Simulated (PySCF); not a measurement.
H3GaO, SMILES [OH][GaH2] at its CAM-B3LYP/def2-SVP optimised geometry (Å):

```
5

Ga     0.0566     0.2321     0.0000
H      1.6100     0.2321     0.0000
H     -0.9196     1.4520     0.0000
O     -0.6477    -1.4017     0.0002
H     -1.6100    -1.4520     0.0015
```

Calculation: CAM-B3LYP/def2-TZVP run with PySCF.

Map of the deformation density (molecule minus spherical neutral atoms) (e/bohr³) on the plane z = 0.6 Å:

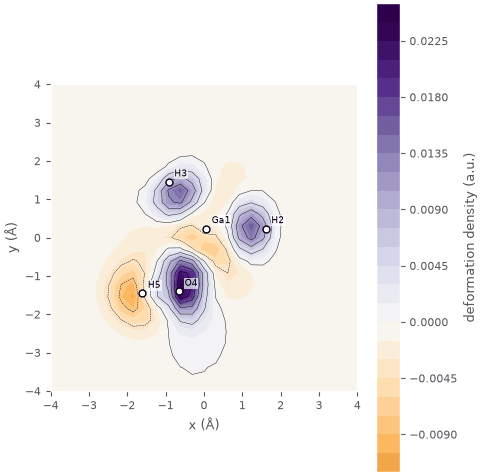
Figure. Deformation density (molecule minus spherical neutral atoms) (e/bohr³) on the plane z = 0.6 Å.
